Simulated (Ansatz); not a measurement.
## Run report: CH₄OSiTe, single-point calculation

CH₄OSiTe, computed with RKS wB97M-V/def2-TZVPP (Ansatz 0.2.0).

The geometry comes from this level: PBE0-D4/def2-TZVP. Figures and captions count atoms from 1; the log counts them from 0 in places.

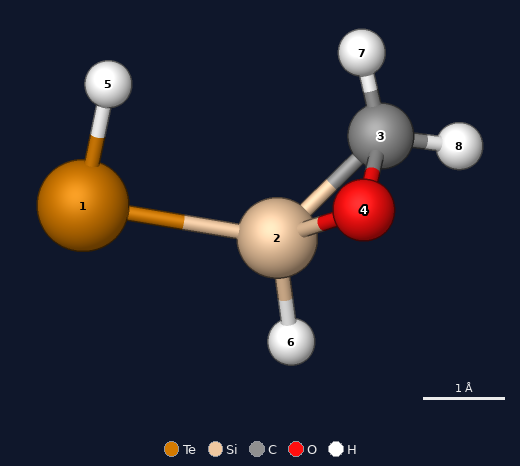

The structure (ball-and-stick view, seen at a tilt; atoms are numbered from 1 in the order of the input). Bond lengths as drawn: C–H 1.09 Å, C–O 1.48 Å, C–Si 1.80 Å, H–Si 1.48 Å, H–Te 1.66 Å, O–Si 1.66 Å and Si–Te 2.46 Å.

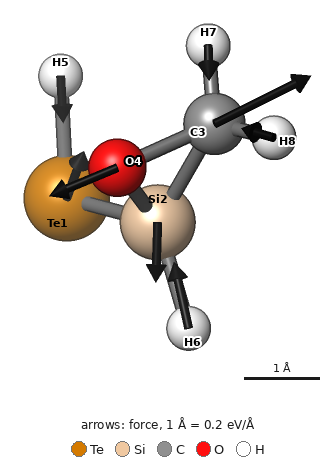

Forces on the atoms as black arrows (ball-and-stick view, seen at a tilt; atoms are numbered from 1 in the order of the input). The largest act on C3 (0.30 eV/Å); O4 (0.20 eV/Å); H6 (0.18 eV/Å); Te1 (0.18 eV/Å), among others. The geometry is not a stationary point of this energy.

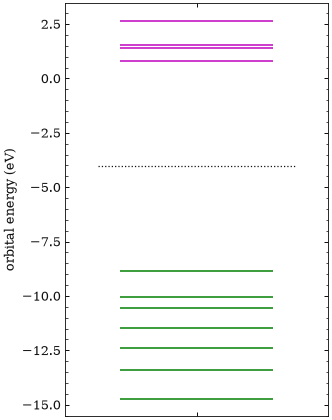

Orbital energies near the frontier; the dotted line parts filled from empty levels, and levels within 0.02 eV of each other stand side by side. Highest filled −8.87 eV, lowest empty 0.81 eV, 9.68 eV apart.

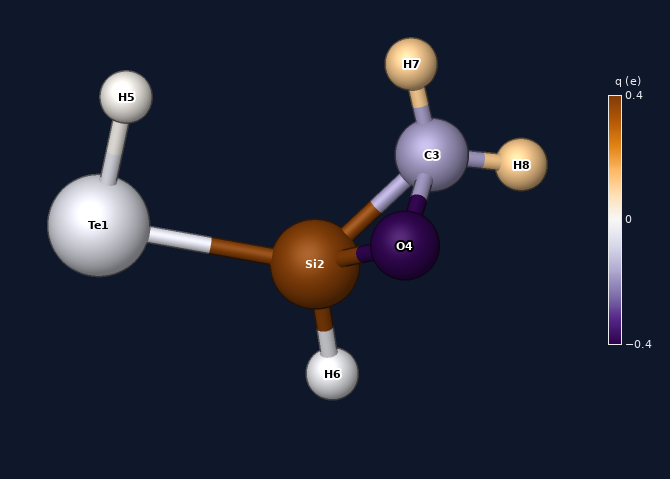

Mulliken charges, as the colour of each atom (ball-and-stick view, seen at a tilt; atoms are numbered from 1 in the order of the input). By element: Te −0.04, Si +0.38, C −0.18, O −0.38 and H −0.02 to +0.12 e.

The input that produced these results follows, with the program's output.

Input file:
```yaml
crystal:
  periodic: [false, false, false]
  atoms:
    - {symbol: Te, position_ang: [-1.293951, 1.980662, -1.064649]}
    - {symbol: Si, position_ang: [0.371744, 0.683403, 0.206176]}
    - {symbol: C, position_ang: [0.294057, -1.092402, 0.512607]}
    - {symbol: O, position_ang: [1.199870, -0.549447, -0.527525]}
    - {symbol: H, position_ang: [-1.958113, 0.584647, -1.661351]}
    - {symbol: H, position_ang: [1.154984, 1.612417, 1.050875]}
    - {symbol: H, position_ang: [-0.504771, -1.704028, 0.098016]}
    - {symbol: H, position_ang: [0.828379, -1.572251, 1.330049]}
basis:
  gaussian: {orbitals: def2-TZVPP}
hamiltonian: {xc: {name: wB97M-V}}
output: {forces: true, orbitals: {seedname: orbitals}}
```

Launch command:
```bash
ansatz run in.yaml --threads 4 --pin off --events-out ev --progress --plain --max-ram 10444MiB
```

Output:
```
Functional definition: wB97M-V
  name "wB97M-V"
  cite "Mardirossian & Head-Gordon, J. Chem. Phys. 144, 214110 (2016) doi:10.1063/1.4952647"
  cite "Becke, J. Chem. Phys. 107, 8554 (1997) doi:10.1063/1.475007"
  cite "Vydrov & Van Voorhis, J. Chem. Phys. 133, 244103 (2010) doi:10.1063/1.3521275"
  # Of w^i u^j: cxij and so on, Table III.
  parameter omega = 0.3/bohr
  parameter cx = 0.15
  parameter cx01 = 1.007
  parameter cx10 = 0.259
  parameter css00 = 0.443
  parameter css04 = -1.437
  parameter css10 = -4.535
  parameter css20 = -3.390
  parameter css43 = 4.278
  parameter cos00 = 1.000
  parameter cos10 = 1.358
  parameter cos20 = 2.924
  parameter cos21 = -8.812
  parameter cos60 = -1.390
  parameter cos61 = 9.142
  parameter b = 6.0
  parameter c = 0.01
  gx(w, u) = 1 - cx + cx01*u + cx10*w
  gss(w, u) = css00 + css04*u^4 + css10*w + css20*w^2 + css43*w^4*u^3
  gos(w, u) = cos00 + cos10*w + (cos20 + cos21*u)*w^2 + (cos60 + cos61*u)*w^6
  exchange = spin_sum(e_x_unif_sr(omega)*gx(b97_w, b97_u_x)) + cx*exact_x_sr(omega) + exact_x_lr(omega)
  correlation = spin_sum(e_c_pw_mod_same_spin*gss(b97_w, b97_u_same))
      + integral(e_c_pw_mod_opposite_spin*gos(b97_w_opposite, b97_u_opposite)) + vv10(b, c)
1269 factors; their error is unknown
283 factors; integrals over basis functions are off by at most 3.0e-5 eV
mean field evaluation 1: about -18314.4983 eV, gradient 4.8e1 eV
mean field evaluation 2: about -18312.2691 eV, gradient 6.2e1 eV
mean field evaluation 4: about -18319.1157 eV, gradient 2.8e0 eV
mean field evaluation 8: about -18319.1419 eV, gradient 6.2e-2 eV
mean field evaluation 16: about -18319.1780 eV, gradient 7.4e-4 eV
mean field -18319.17798020 eV, -673.2173735875 hartree, gradient 4.6e-5 eV, S^2 0.000000; 0 other end points of the search recorded, 0 dependent functions left out
the calculation of the forces begins
reference -18319.17802828 eV, -673.2173753543 hartree; 28, 28 occupied and 182, 182 virtual orbitals, 1269 factors
Total energy: -18319.17802828 eV, -673.2173753543 hartree
Atom 0 at    -1.293951     1.980662    -1.064649 Å, force     0.015160    -0.176463     0.004323 eV/Å
Atom 1 at     0.371744     0.683403     0.206176 Å, force     0.080657     0.133478     0.046702 eV/Å
Atom 2 at     0.294057    -1.092402     0.512607 Å, force    -0.180424    -0.122895     0.204099 eV/Å
Atom 3 at     1.199870    -0.549447    -0.527525 Å, force     0.100065     0.088775    -0.148533 eV/Å
Atom 4 at    -1.958113     0.584647    -1.661351 Å, force     0.052517     0.107337     0.047058 eV/Å
Atom 5 at     1.154984     1.612417     1.050875 Å, force    -0.106716    -0.116272    -0.094645 eV/Å
Atom 6 at    -0.504771    -1.704028     0.098016 Å, force     0.087372     0.046255     0.032649 eV/Å
Atom 7 at     0.828379    -1.572251     1.330049 Å, force    -0.048633     0.039785    -0.091654 eV/Å
Dipole moment:    -0.252612     0.123349     0.213501 e Å
```

Summary:

| quantity | value |
| --- | --- |
| outcome | converged |
| total energy | −18319.1780 eV |
| SCF solution under orbital rotations | stable |
| HOMO | −8.87 eV |
| LUMO | 0.81 eV |
| largest force (length of the vector) | 0.299 eV/Å |
| dipole moment | 1.70 D |
| hardware | 4 threads of Arm Neoverse V1, 23 GiB of memory available, shared host |
| wall time | 11 s (CPU time 40 s) |
| peak memory | 0.7 GiB |
